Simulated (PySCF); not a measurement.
Vertical excitations of a molecule C₂H₈ClNSi from TDA-PBE/def2-SVPD run with PySCF 2.14.0, as energy in eV (oscillator strength): 6.25 (0.039), 6.67 (0.005), 6.68 (0.022), 6.90 (0.046), 7.01 (0.009), 7.17 (0.004), 7.25 (0.038), 7.44 (0.047), 7.55 (0.017), 7.56 (0.043). Lowest triplet (TDA): 5.94 eV. Geometry: B3LYP-D3(BJ)/def2-SVP. One conformer was computed; it need not be the lowest.

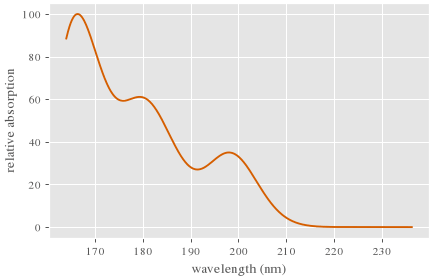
Figure: The lines broadened by 0.4 eV.

Question: Identify the compound among the candidates.
A) C[Si@H](Cl)CN
B) C[C@H](N)[SiH2]Cl
C) CCN[SiH2]Cl
D) CC[SiH](N)Cl

Answer: D, CC[SiH](N)Cl
